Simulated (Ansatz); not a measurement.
# Dielectric response of CeO2 (111) films, part 5 of 6

How well do thin fluorite CeO2 (111) films screen a perpendicular field?

Ansatz 0.2.0; plane-wave DFT, PBE, Ansatz PAW (the session's first sound run).

So far. Step 28 (Relaxing in the field, 15 atoms, units 5, field 0.05 …): The dipole is 0.0556 e·Å, and the gap on the mesh 1.893 eV. Step 29 (Field on, atoms free, 15 atoms, units 5, field -0.05 …): The dipole is -0.0556 e·Å, and the gap on the mesh 1.893 eV.

## 30. Response with the atoms relaxed, 15 atoms, units 5

This step: plane-wave DFT, PBE, Ansatz PAW; response to a field along the normal, atoms relaxed (Ansatz 0.2.0).

Local field over the applied field, running mean. From the potentials at -0.05 and 0.05 V/Å; running mean over 3.123 Å, taken twice. Local field over applied field against z:

| z (Å) | local field over applied field |
| --- | --- |
| 5 | 0.983 |
| 6 | 0.915 |
| 7 | 0.755 |
| 8 | 0.475 |
| 9 | 0.241 |
| 10 | 0.0561 |
| 11 | 0.0323 |
| 12 | 0.0138 |
| 13 | 0.0333 |
| 14 | 0.0340 |
| 15 | 0.0348 |
| 16 | 0.0327 |
| 17 | 0.0348 |
| 18 | 0.0339 |
| 19 | 0.0336 |
| 20 | 0.0140 |
| 21 | 0.0316 |
| 22 | 0.0530 |
| 23 | 0.227 |
| 24 | 0.460 |
| 25 | 0.741 |
| 26 | 0.912 |
| 27 | 0.980 |

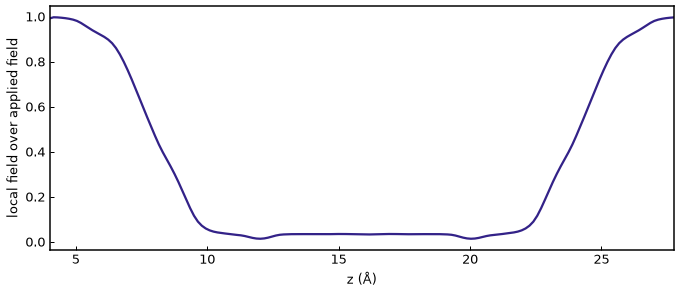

Local field over applied field, plotted against z.

The induced dipole is that of a conductor 15.88 Å thick.

## 31. Relaxation, 18 atoms, units 6

This step: plane-wave DFT, PBE, Ansatz PAW (Ansatz 0.2.0).

System of this step: CeO2 (111), 6 units. The cell holds 18 atoms: 12 O and 6 Ce. Cell: a = 3.825 Å, b = 3.825 Å, c = 35.179 Å, α = 90.0°, β = 90.0°, γ = 120.0°. It derives from CeO2 (fluorite CeO2). Vacuum lies along c.

The next thickness, treated alike, so that differences show the interior and the faces cancel.

File input.yaml:

```yaml
crystal:
  lattice:
    - [3.82544769, 0.0, 0.0]
    - [-1.91272384, 3.31293488, 0.0]
    - [0.0, 0.0, 35.1790572597]
  atoms:
    - { symbol: O, position: [0.66666667, 0.33333333, 0.2558340303] }
    - { symbol: Ce, position: [0.33333333, 0.66666667, 0.2780309366] }
    - { symbol: O, position: [0.0, 0.0, 0.300227843] }
    - { symbol: O, position: [0.33333333, 0.66666667, 0.3446216556] }
    - { symbol: Ce, position: [0.0, 0.0, 0.366818562] }
    - { symbol: O, position: [0.66666667, 0.33333333, 0.3890154683] }
    - { symbol: O, position: [0.0, 0.0, 0.433409281] }
    - { symbol: Ce, position: [0.66666667, 0.33333333, 0.4556061873] }
    - { symbol: O, position: [0.33333333, 0.66666667, 0.4778030937] }
    - { symbol: O, position: [0.66666667, 0.33333333, 0.5221969063] }
    - { symbol: Ce, position: [0.33333333, 0.66666667, 0.5443938127] }
    - { symbol: O, position: [0.0, 0.0, 0.566590719] }
    - { symbol: O, position: [0.33333333, 0.66666667, 0.6109845317] }
    - { symbol: Ce, position: [0.0, 0.0, 0.633181438] }
    - { symbol: O, position: [0.66666667, 0.33333333, 0.6553783444] }
    - { symbol: O, position: [0.0, 0.0, 0.699772157] }
    - { symbol: Ce, position: [0.66666667, 0.33333333, 0.7219690634] }
    - { symbol: O, position: [0.33333333, 0.66666667, 0.7441659697] }
kpoints:
  mp_grid: { grid: [12, 12, 1] }
hamiltonian:
  xc: pbe
scf:
  occupations: { method: fixed }
  convergence: { dr2_threshold: 1.0e-09 }
efield:
  axis: 3
  dipole_correction: true
  ramp_position: 0.97
  ramp_width: 0.06
relax:
  f_tol: 0.003
  max_steps: 100
output:
  write_potential: true
  write_density: true
  volumetric_format: npy
```

Run with:

```
> ansatz run input.yaml --threads 4 --pin off --max-ram 16384MiB --backend cpu --events-out ev --progress --plain --runs-dir out
```

Numbers of over 12 decimals in the logs are rounded to 6 here.

Output:

```text
[...]
Crystal: 18 atoms, lattice volume = 445.840 Å³
Basis set: ecut = 420 eV, 8685 PW (Γ), exchange–correlation on 54×54×480 points (8 copies of the dense FFT grid, shifted against one another)
Bands: 90, of which v1, the nominal top of the filled ones, is band 72 counted from 1 (71 counted from 0)
Symmetry: 6 space group operations
[...]
- { symbol: O, position: [0.333333, 0.666667, 0.613432] }
    - { symbol: Ce, position: [1.1734845341431563e-18, 5.867422678384086e-19, 0.636168] }
    - { symbol: O, position: [0.666667, 0.333333, 0.659247] }
    - { symbol: O, position: [1.3985744905913605e-18, 6.992872462097006e-19, 0.703331] }
    - { symbol: Ce, position: [0.666667, 0.333333, 0.726199] }
    - { symbol: O, position: [0.333333, 0.666667, 0.748587] }
[key lines of the parts left out:]
SCF converged after 13 iterations
Free energy (F): -46293.942532 eV
Fermi energy:    3.003850 eV
Dipole field:    D = 0.000000 V/Å  (p = 0.000001 e·Å, saw-weighted, corrected)
Work function:   Φ+ = 6.4159 eV   Φ− = 6.4159 eV
```

Elapsed: 3.7 min, on 4 threads of Arm Neoverse V1, shared host; peak memory 1.4 GiB; 15 min of CPU time.

Running mean over 3.123 Å of the planar mean; the ramp of the sawtooth is left out. Electron's electrostatic potential energy less the highest filled level against z:

| z (Å) | electron's electrostatic potential energy less the highest filled level (eV) |
| --- | --- |
| 5.0 | 6.41 |
| 7.5 | 3.61 |
| 10.0 | -5.14 |
| 12.5 | -5.25 |
| 15.0 | -4.99 |
| 17.5 | -4.95 |
| 20.0 | -5.04 |
| 22.5 | -5.28 |
| 25.0 | -5.12 |
| 27.5 | 2.67 |
| 30.0 | 6.41 |

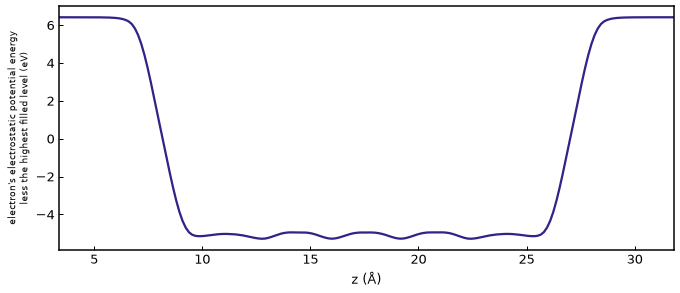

Electron's electrostatic potential energy less the highest filled level against z.

The relaxation took 6 steps and lowered the energy by 0.062 eV; the largest force on the free atoms ends at 3.0e-4 eV/Å.

The gap is 1.89 eV, with the valence edge 6.42 eV and the conduction edge 4.52 eV under the upper vacuum level.

## 32. Side by side

Times are for 4 threads of Arm Neoverse V1, shared host. The series side by side:

| no. | units | gap by band count (eV) | ionisation energy, upper face (eV) | electron affinity, upper face (eV) | time | memory (GiB) |
| --- | --- | --- | --- | --- | --- | --- |
| 1 | 2 | 1.865 | 6.345 | 4.480 | 27 s | 0.6 |
| 2 | 3 | 1.899 | 6.401 | 4.502 | 59 s | 0.80 |
| 3 | 4 | 1.893 | 6.405 | 4.512 | 97 s | 0.96 |
| 4 | 5 | 1.895 | 6.412 | 4.518 | 2.7 min | 1.1 |
| 5 | 6 | 1.894 | 6.416 | 4.522 | 3.7 min | 1.4 |

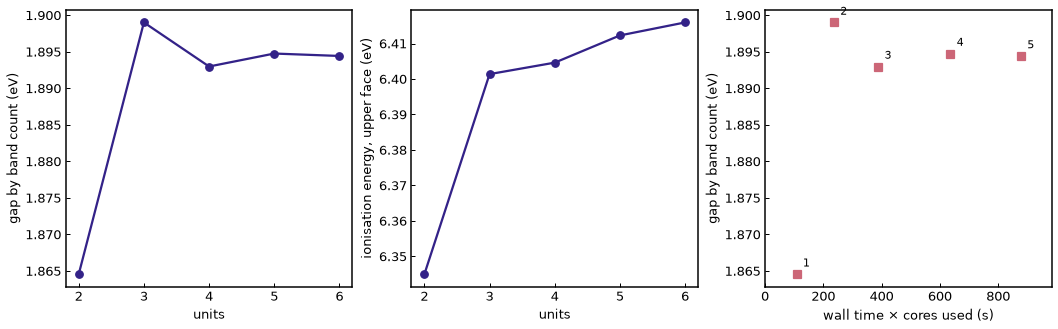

The series as plots; the last panel sets the first result against cost, with the runs numbered as in the table.

The valence density, planar mean (2) oscillates, so the rows of the table below give means over windows of 1.13 Å about each position, cut where the curve ends. Its maxima inside the range that stand out by 2 % of the span (Å: e/Å³): 9.2: 0.880, 10.4: 0.855, 12.3: 0.855, 13.5: 0.880. Its minima: 9.8: 0.586, 11.3: 0.223, 12.9: 0.586.

The runs together. Table of valence density, planar mean by z; means over each step:

| z (Å) | 2 (e/Å³) | 3 (e/Å³) | 4 (e/Å³) | 5 (e/Å³) | 6 (e/Å³) |
| --- | --- | --- | --- | --- | --- |
| 5.08 | 1.1e-5 | 1.3e-5 | 1.4e-5 | 1.5e-5 | 1.7e-5 |
| 6.21 | 3.1e-4 | 3.5e-4 | 3.8e-4 | 4.2e-4 | 4.7e-4 |
| 7.34 | 0.00956 | 0.0111 | 0.0121 | 0.0139 | 0.0155 |
| 8.47 | 0.334 | 0.360 | 0.384 | 0.409 | 0.433 |
| 9.60 | 0.733 | 0.734 | 0.734 | 0.733 | 0.733 |
| 10.73 | 0.590 | 0.567 | 0.548 | 0.530 | 0.512 |
| 11.86 | 0.546 | 0.548 | 0.567 | 0.585 | 0.602 |
| 12.99 | 0.731 | 0.721 | 0.727 | 0.726 | 0.727 |
| 14.12 | 0.394 | 0.452 | 0.422 | 0.409 | 0.393 |
| 15.25 | 0.0128 | 0.652 | 0.654 | 0.668 | 0.678 |
| 16.38 | 4.0e-4 | 0.735 | 0.725 | 0.728 | 0.729 |
| 17.52 | 1.4e-5 | 0.241 | 0.367 | 0.344 | 0.336 |
| 18.64 | 0 | 0.00623 | 0.713 | 0.714 | 0.719 |
| 19.77 | 0 | 2.1e-4 | 0.720 | 0.714 | 0.712 |
| 20.90 | 0 | 7.5e-6 | 0.124 | 0.360 | 0.345 |
| 22.04 | 0 | 0 | 0.00309 | 0.731 | 0.731 |

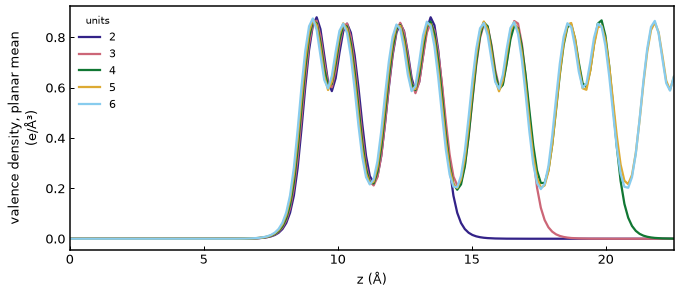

Valence density, planar mean against z.

## 33. Single point on the relaxed film, 18 atoms, units 6

The next thickness, treated alike, so that differences show the interior and the faces cancel.

File input.yaml:

```yaml
crystal:
  lattice:
    - [3.8254476898, -2.9e-09, 0.0]
    - [-1.9127238424, 3.3129348816, 0.0]
    - [0.0, 0.0, 35.1790572597]
  atoms:
    - { symbol: O, position: [0.6666666667, 0.3333333333, 0.2514133503] }
    - { symbol: Ce, position: [0.3333333333, 0.6666666667, 0.2738008566] }
    - { symbol: O, position: [0.0, 0.0, 0.2966688544] }
    - { symbol: O, position: [0.3333333333, 0.6666666667, 0.3407532822] }
    - { symbol: Ce, position: [0.0, 0.0, 0.3638323772] }
    - { symbol: O, position: [0.6666666667, 0.3333333333, 0.3865675764] }
    - { symbol: O, position: [0.0, 0.0, 0.4318887694] }
    - { symbol: Ce, position: [0.6666666667, 0.3333333333, 0.4546260322] }
    - { symbol: O, position: [0.3333333333, 0.6666666667, 0.4773854669] }
    - { symbol: O, position: [0.6666666667, 0.3333333333, 0.5226145337] }
    - { symbol: Ce, position: [0.3333333333, 0.6666666667, 0.5453739689] }
    - { symbol: O, position: [0.0, 0.0, 0.5681112298] }
    - { symbol: O, position: [0.3333333333, 0.6666666667, 0.6134324236] }
    - { symbol: Ce, position: [0.0, 0.0, 0.6361676257] }
    - { symbol: O, position: [0.6666666667, 0.3333333333, 0.6592467121] }
    - { symbol: O, position: [0.0, 0.0, 0.7033311352] }
    - { symbol: Ce, position: [0.6666666667, 0.3333333333, 0.7261991448] }
    - { symbol: O, position: [0.3333333333, 0.6666666667, 0.7485866606] }
kpoints:
  mp_grid: { grid: [12, 12, 1] }
hamiltonian:
  xc: pbe
scf:
  occupations: { method: fixed }
  convergence: { dr2_threshold: 1.0e-09 }
efield:
  axis: 3
  dipole_correction: true
  ramp_position: 0.97
  ramp_width: 0.06
output:
  eigenvalues: true
  dos: { projected: true, e_range: [-7, 7] }
  write_potential: true
  write_density: true
  volumetric_format: npy
checkpoint:
  write: end6.run
  compress: false
  write_wavefunctions: false
```

Output:

```text
Ce: projections on atomic orbitals take those of the free atom [Kr 4d10] 4f1 5s2 5p6 5d1 6s2, of charge +0.00 (hamiltonian.pseudopotentials.projection_atoms); the dataset's partial waves leave at most 1.4e-5 of an orbital's norm unspanned inside its sphere
[...]
Crystal: 18 atoms, lattice volume = 445.840 Å³
Basis set: ecut = 420 eV, 8685 PW (Γ)
[...]
k-point 0: bands = [... 68 lower, 2.5934, 2.5934, 2.5938, 2.5938, 4.8983, 4.9670, 5.0637, 5.0637, ... 14 higher]
  k-point 1: bands = [... 68 lower, 2.6130, 2.6141, 2.6994, 2.7005, 4.9066, 4.9708, 5.0574, 5.0603, ... 14 higher]
  k-point 2: bands = [... 68 lower, 2.6677, 2.7235, 2.8738, 2.8933, 4.9282, 4.9803, 5.0395, 5.0466, ... 14 higher]
  k-point 18: bands = [... 68 lower, 2.7666, 2.7815, 2.8966, 2.8966, 4.9542, 4.9564, 4.9564, 4.9772, ... 14 higher]
[key lines of the parts left out:]
SCF converged after 16 iterations
Free energy (F): -46293.942846 eV
Fermi energy:    3.003849 eV
Dipole field:    D = 0.000000 V/Å  (p = 0.000000 e·Å, saw-weighted, corrected)
Work function:   Φ+ = 6.4160 eV   Φ− = 6.4159 eV
```

The job ended after 53 s (4 threads; peak memory 1.6 GiB; 3.5 min of CPU time).

Running mean over 3.123 Å of the planar mean; the ramp of the sawtooth is left out. Table of electron's electrostatic potential energy less the highest filled level by z:

(Unchanged from step 31.)

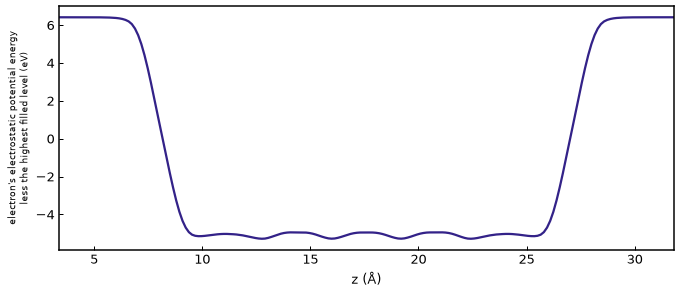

Electron's electrostatic potential energy less the highest filled level, plotted against z.

The gap is 1.89 eV, with the valence edge 6.42 eV and the conduction edge 4.52 eV under the upper vacuum level.

## 34. Atoms held, 18 atoms, units 6, field 0.05 V/Å

Edit input.yaml of step 33 so:

```diff
@@ -30,3 +30,3 @@
   occupations: { method: fixed }
-  convergence: { dr2_threshold: 1.0e-09 }
+  convergence: { dr2_threshold: 1.0e-10 }
 efield:
@@ -36,5 +36,4 @@
   ramp_width: 0.06
+  amplitude: 0.05
 output:
-  eigenvalues: true
-  dos: { projected: true, e_range: [-7, 7] }
   write_potential: true
@@ -42,5 +41 @@
   volumetric_format: npy
-checkpoint:
-  write: end6.run
-  compress: false
-  write_wavefunctions: false
```

Output:

```text
[...]
Crystal: 18 atoms, lattice volume = 445.840 Å³
Basis set: ecut = 420 eV, 8685 PW (Γ)
Bands: 90, of which v1, the nominal top of the filled ones, is band 72 counted from 1 (71 counted from 0)
Symmetry: 6 space group operations
k-points: 19 of 144 (time reversal used)
[...]
k-point 0: bands = [... 68 lower, 2.5415, 2.5415, 2.6458, 2.6458, 4.8833, 4.9754, 5.0306, 5.0306, ... 14 higher]
  k-point 1: bands = [... 68 lower, 2.5629, 2.6509, 2.6644, 2.7494, 4.8914, 4.9781, 5.0260, 5.0360, ... 14 higher]
  k-point 2: bands = [... 68 lower, 2.7090, 2.7240, 2.8412, 2.9286, 4.9122, 4.9850, 5.0125, 5.0408, ... 14 higher]
  k-point 18: bands = [... 68 lower, 2.7824, 2.7851, 2.8559, 2.9403, 4.9349, 4.9374, 4.9536, 4.9767, ... 14 higher]
[key lines of the parts left out:]
SCF converged after 28 iterations
Free energy (F): -46293.944309 eV
Fermi energy:    3.032010 eV
Dipole field:    D = 0.023753 V/Å  (p = 0.058524 e·Å, saw-weighted, corrected)
```

The job ended after 1.7 min (4 threads; peak memory 1.6 GiB).

The dipole is 0.0585 e·Å, and the gap on the mesh 1.851 eV.

## 35. Single point, 18 atoms, units 6, field -0.05 V/Å

Edit input.yaml of step 34 so:

```diff
@@ -36,3 +36,3 @@
   ramp_width: 0.06
-  amplitude: 0.05
+  amplitude: -0.05
 output:
```

Output:

```text
[...]
Crystal: 18 atoms, lattice volume = 445.840 Å³
Basis set: ecut = 420 eV, 8685 PW (Γ)
Bands: 90, of which v1, the nominal top of the filled ones, is band 72 counted from 1 (71 counted from 0)
Symmetry: 6 space group operations
k-points: 19 of 144 (time reversal used)
[...]
k-point 0: bands = [... 68 lower, 2.5415, 2.5415, 2.6458, 2.6458, 4.8833, 4.9754, 5.0306, 5.0306, ... 14 higher]
  k-point 1: bands = [... 68 lower, 2.5629, 2.6509, 2.6644, 2.7494, 4.8914, 4.9781, 5.0260, 5.0360, ... 14 higher]
  k-point 2: bands = [... 68 lower, 2.7090, 2.7240, 2.8412, 2.9286, 4.9122, 4.9850, 5.0125, 5.0409, ... 14 higher]
  k-point 18: bands = [... 68 lower, 2.7824, 2.7851, 2.8559, 2.9403, 4.9349, 4.9374, 4.9536, 4.9767, ... 14 higher]
[key lines of the parts left out:]
SCF converged after 27 iterations
Free energy (F): -46293.944309 eV
Fermi energy:    3.032012 eV
Dipole field:    D = -0.023752 V/Å  (p = -0.058522 e·Å, saw-weighted, corrected)
```

Run time: 1.7 min. Hardware: 4 threads; peak memory 1.6 GiB.

The dipole is -0.0585 e·Å, and the gap on the mesh 1.851 eV.

## 36. Response with the atoms held, 18 atoms, units 6

This step: plane-wave DFT, PBE, Ansatz PAW; response to a field along the normal, atoms held (Ansatz 0.2.0).

Local field over the applied field, running mean. From the potentials at -0.05 and 0.05 V/Å; running mean over 3.123 Å, taken twice. Local field over applied field against z:

| z (Å) | local field over applied field |
| --- | --- |
| 5.0 | 0.985 |
| 7.5 | 0.679 |
| 10.0 | 0.201 |
| 12.5 | 0.130 |
| 15.0 | 0.131 |
| 17.5 | 0.131 |
| 20.0 | 0.131 |
| 22.5 | 0.130 |
| 25.0 | 0.184 |
| 27.5 | 0.639 |
| 30.0 | 0.978 |

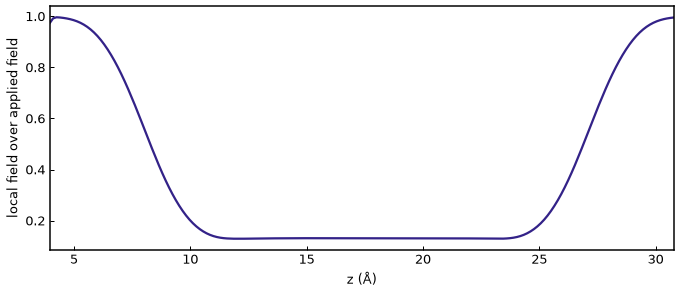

Local field over applied field, plotted against z.

The induced dipole is that of a conductor 16.71 Å thick.

## 37. Electronic ε from the series

This step: plane-wave DFT, PBE, Ansatz PAW; permittivity from the thickness series, atoms held (Ansatz 0.2.0).

Each added layer adds t(1 − 1/ε) to the dipole term, so the slope against thickness gives ε without a choice of where the film ends.

This step gave:

| Item | Value |
| --- | --- |
| slope | 0.8688 |
| intercept of the fit | 1.517 Å |
| ε of the interior | 7.622 |

The equivalent conductor thickness by distance between the outer atoms:

| distance between the outer atoms (Å) | equivalent conductor thickness (Å) |
| --- | --- |
| 4.71 | 5.61 |
| 7.91 | 8.39 |
| 11.11 | 11.2 |
| 14.30 | 13.9 |
| 17.49 | 16.7 |

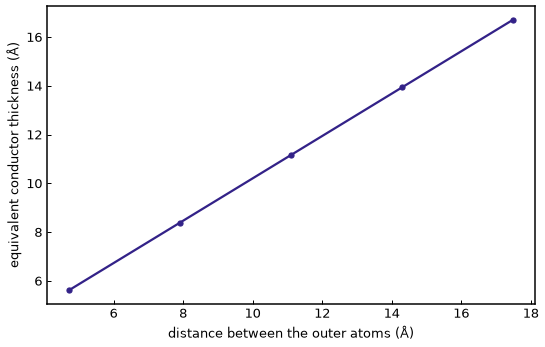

Equivalent conductor thickness, plotted against distance between the outer atoms.

By hand, from the thinnest and the thickest film: slope = (16.712 − 5.613) / (17.490 − 4.715) = 0.869, so ε = 1/(1 − 0.869) = 7.62.

## 38. Static ε from the series

This step: plane-wave DFT, PBE, Ansatz PAW; permittivity from the thickness series, atoms relaxed (Ansatz 0.2.0).

The same fit for the relaxed films. The nearer its slope lies to 1, the more ε hangs on small errors.

This step gave:

```yaml
slope: 0.9669
intercept_of_the_fit: 2.056 Å
eps_of_the_interior: 30.21
```

Equivalent conductor thickness against distance between the outer atoms:

| distance between the outer atoms (Å) | equivalent conductor thickness (Å) |
| --- | --- |
| 4.71 | 6.61 |
| 11.11 | 12.8 |
| 14.30 | 15.9 |

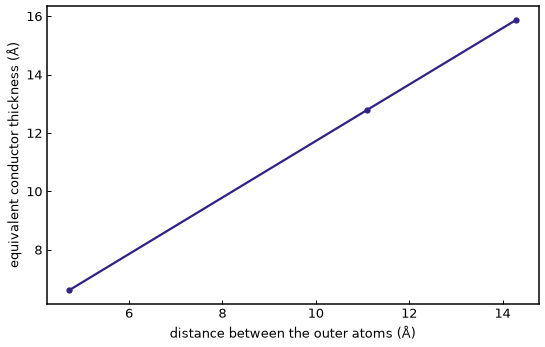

Equivalent conductor thickness against distance between the outer atoms.

By hand, from the thinnest and the thickest film: slope = (15.880 − 6.614) / (14.298 − 4.715) = 0.967, so ε = 1/(1 − 0.967) = 30.2. One nm of such a film has the capacitance of 3.9/30.2 = 0.13 nm of SiO₂ (its equivalent oxide thickness).

## 39. The bulk crystal

This step: plane-wave DFT, PBE, Ansatz PAW (Ansatz 0.2.0).

System of this step: fluorite CeO2. The structure is cubic, space group Fm-3m (No. 225). Conventional cell: a = 5.410 Å, b = 5.410 Å, c = 5.410 Å, α = 90.00°, β = 90.00°, γ = 90.00°. Ce has 8 O at 2.34 Å nearest. O has 4 Ce at 2.34 Å nearest. Farther neighbours and most contacts between anions are not listed.

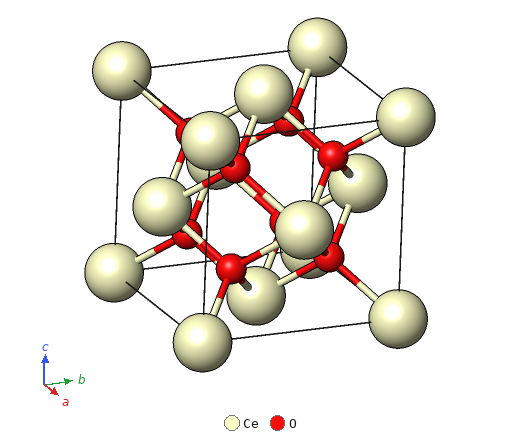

The cell of this step (cerium light yellow, oxygen red). Some periodic images of atoms are drawn too.

Band edges are better read in the bulk than in a thin slab, where confinement and surface states shift them. The bulk run gives them against its mean potential.

File input.yaml:

```yaml
crystal:
  lattice:
    - [0.0, 2.705, 2.705]
    - [2.705, 0.0, 2.705]
    - [2.705, 2.705, 0.0]
  atoms:
    - { symbol: Ce, position: [0.0, 0.0, 0.0] }
    - { symbol: O, position: [0.25, 0.25, 0.25] }
    - { symbol: O, position: [0.75, 0.75, 0.75] }
kpoints:
  mp_grid: { grid: [10, 10, 10] }
  band_path: { path: [VBM, CBM], npoints: 1 }
hamiltonian:
  xc: pbe
scf:
  occupations: { method: fixed }
  convergence: { dr2_threshold: 1.0e-09 }
output:
  eigenvalues: true
checkpoint:
  write: bulk.run
  compress: false
  write_wavefunctions: false
```

Output:

```text
[...]
Crystal: 3 atoms, lattice volume = 39.585 Å³
Basis set: ecut = 420 eV, 749 PW (Γ)
Bands: 16, of which v1, the nominal top of the filled ones, is band 12 counted from 1 (11 counted from 0)
Symmetry: 48 space group operations
[...]
k-points: 47 of 1000
[...]
SCF iter   1: F=—  HF=-7715.802872 eV  |F-HF|=—  |Δ(HF+E_count)|=         —  Δρ=4.38e-3  dr2=4.56e-3  ethr=1.77e-3  ⟨swp⟩=3.5  Hψ=3395  notcnv=0  defer=21
[...]
SCF iter   9: F=-7715.805901 eV  HF=-7715.805901 eV  |F-HF|=9.09e-12  |Δ(HF+E_count)|=  2.16e-10  Δρ=1.98e-7  dr2=1.27e-11  ethr=4.17e-12  ⟨swp⟩=1.0  Hψ=1867  notcnv=0
SCF 1 converged in 9 iterations: F = -7715.805901 eV  dr2 = 1.27e-11
[...]
SCF converged after 9 iterations
Free energy (F): -7715.805901 eV
[...]
Internal energy: -7715.805901 eV  (E = F + TS)
E sigma→0 (E₀):  -7715.805901 eV
Fermi energy:    11.193606 eV
[...]
--- Band table (eV; the first three rows and the last of 47) ---
  k-point 0: bands = [... 8 lower, 7.3279, 10.5972, 10.5972, 10.5972, 13.5322, 13.5322, 13.5322, 13.7836]
  k-point 1: bands = [... 8 lower, 7.5859, 10.5033, 10.5593, 10.5593, 13.5226, 13.5226, 13.5331, 13.7964]
  k-point 2: bands = [... 8 lower, 8.2522, 10.3009, 10.4738, 10.4738, 13.4897, 13.4897, 13.5355, 13.8087]
  k-point 46: bands = [... 8 lower, 10.1018, 10.2121, 10.4641, 10.5428, 13.2810, 13.3838, 13.3980, 13.5723]
```

The job ended after 1.5 s (4 threads; peak memory 0.32 GiB; 4.5 s of CPU time).

Numbers from this step:

- gap on the k-mesh: 2.009 eV
- gap along the path: 1.977 eV
- smallest direct gap along the path: 2.070 eV
- gap, the smaller of path and mesh: 1.977 eV

The gap is 1.98 eV.

[end of part 5 of 6]

[Logs are printed without paths, hosts, clocks, repeated set-up lines and the standing remarks that a program may print on its own settings, such as how far it seeks lower states.]

[Hosts, paths, dates, database ids (printed as entryN), source tags and the programs' standing remarks are cut or masked in the printed files.]

[Maps of the electrostatic potential energy from Ansatz leave out the sawtooth potential of an applied field or a dipole correction, so their vacuum need not be flat; planar profiles and work functions include it.]
